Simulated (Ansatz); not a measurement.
The relaxed structure here is a generated cell of TiTe2: the first start was made by placing the elements on the sites of a structure type, and the end was not matched to a known phase here, so it may be hypothetical. Known forms of TiTe2 include space group No. 164.

A relaxed structure of TiTe₂. Space group C222₁ (No. 20). All values below come from r2SCAN (plane waves to 500 eV, PAW, scalar-relativistic; Ansatz, an electronic-structure program).

```xyz
12
Lattice="3.5033 -5.8724 0.0000 3.5033 5.8724 0.0000 0.0000 0.0000 11.8602" Properties=species:S:1:pos:R:3 pbc="T T T"
Te     3.5033     3.2335     2.9651
Te     3.5033    -3.2335     8.8952
Te     3.1846     0.0000     0.0000
Te     3.8220     0.0000     5.9301
Te     3.3131     4.0215    10.8040
Te     3.6935     4.0215     6.9863
Te     3.3131    -4.0215     1.0562
Te     3.6935    -4.0215     4.8739
Ti     2.7563     2.2785     5.2631
Ti     4.2503     2.2785     0.6671
Ti     2.7563    -2.2785     6.5972
Ti     4.2503    -2.2785    11.1932
```

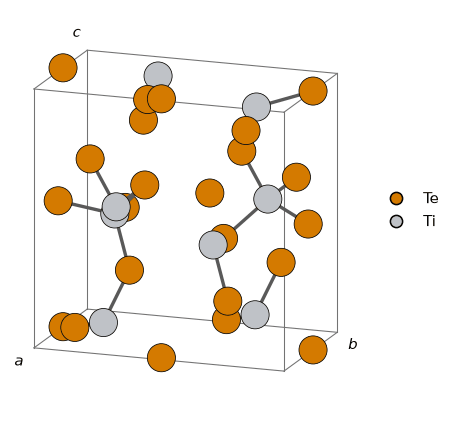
Fig. 1. The conventional cell of the relaxed structure

| Property | Result |
|---|---|
| Volume per atom | 40.67 Å³ |
| Band gap | 0.55 eV, indirect (valence top at S, conduction bottom at k = (0.2, -0.2, 0)) (no spin-orbit coupling) |
| Smallest direct gap | 0.88 eV at S |
| Shortest distances | Te–Ti 2.60 Å |
| k-mesh | 5×5×3 |

Band energies at high-symmetry points (eV from the VBM; labels of this space group; no spin-orbit coupling), from −5 eV up to 2.2 eV:

| point | energies |
|---|---|
| Γ | -3.41 -3.05 -2.98 -2.92 -2.71 -2.64 -2.57 -2.43 -2.43 -2.27 -2.26 -2.10 -1.84 -1.79 -1.72 -1.63 -1.59 -1.39 -1.30 -1.29 -0.85 -0.73 -0.51 -0.40 0.57 0.83 0.84 0.86 0.97 0.98 1.11 1.24 1.26 1.48 1.82 2.01 2.15 2.19 |
| Y | -3.58 -3.45 -3.16 -3.08 -2.74 -2.66 -2.65 -2.54 -2.40 -2.20 -2.10 -2.05 -1.92 -1.71 -1.65 -1.46 -1.36 -1.33 -1.15 -0.95 -0.81 -0.79 -0.49 -0.38 0.64 0.65 0.68 0.78 1.17 1.47 1.54 1.56 1.70 1.82 2.00 2.15 |
| C0 | -3.68 -3.41 -3.35 -2.98 -2.67 -2.66 -2.58 -2.53 -2.42 -2.39 -2.38 -2.04 -1.92 -1.74 -1.51 -1.45 -1.39 -1.22 -0.97 -0.90 -0.73 -0.52 -0.46 -0.30 0.78 0.86 0.91 1.01 1.27 1.29 1.34 1.64 1.76 1.77 1.86 2.07 2.09 2.20 |
| Σ0 | -3.68 -3.41 -3.35 -2.98 -2.67 -2.66 -2.58 -2.53 -2.42 -2.39 -2.38 -2.04 -1.92 -1.74 -1.51 -1.45 -1.39 -1.22 -0.97 -0.90 -0.73 -0.52 -0.46 -0.30 0.78 0.86 0.91 1.01 1.27 1.29 1.34 1.64 1.76 1.77 1.86 2.07 2.09 2.20 |
| Z | -3.36 -3.36 -2.88 -2.88 -2.66 -2.66 -2.51 -2.51 -2.29 -2.29 -2.17 -2.17 -1.72 -1.72 -1.69 -1.69 -1.38 -1.38 -1.29 -1.29 -1.13 -1.13 -0.27 -0.27 0.74 0.74 0.81 0.81 0.94 0.94 1.18 1.18 1.46 1.46 1.78 1.78 2.13 2.13 |
| A0 | -3.67 -3.67 -3.10 -3.10 -2.69 -2.69 -2.57 -2.57 -2.31 -2.31 -2.06 -2.06 -1.94 -1.94 -1.60 -1.60 -1.19 -1.19 -0.96 -0.96 -0.64 -0.64 -0.33 -0.33 0.82 0.82 0.88 0.88 1.28 1.28 1.57 1.57 1.75 1.75 1.93 1.93 2.15 2.15 |
| E0 | -3.67 -3.67 -3.10 -3.10 -2.69 -2.69 -2.57 -2.57 -2.31 -2.31 -2.06 -2.06 -1.94 -1.94 -1.60 -1.60 -1.19 -1.19 -0.96 -0.96 -0.64 -0.64 -0.33 -0.33 0.82 0.82 0.88 0.88 1.28 1.28 1.57 1.57 1.75 1.75 1.93 1.93 2.15 2.15 |
| T | -3.54 -3.54 -3.23 -3.23 -2.68 -2.68 -2.48 -2.48 -2.28 -2.28 -1.97 -1.97 -1.92 -1.92 -1.53 -1.53 -1.34 -1.34 -1.03 -1.03 -0.92 -0.92 -0.33 -0.33 0.58 0.58 0.71 0.71 1.34 1.34 1.56 1.56 1.92 1.92 1.99 1.99 2.16 2.16 |

No spin polarisation in the result. Spin-orbit coupling is missing; with elements this heavy it can move band edges by tenths of an eV or more.

The run could not lose the symmetry of its start: the end is stationary, and may be a saddle point rather than a minimum.
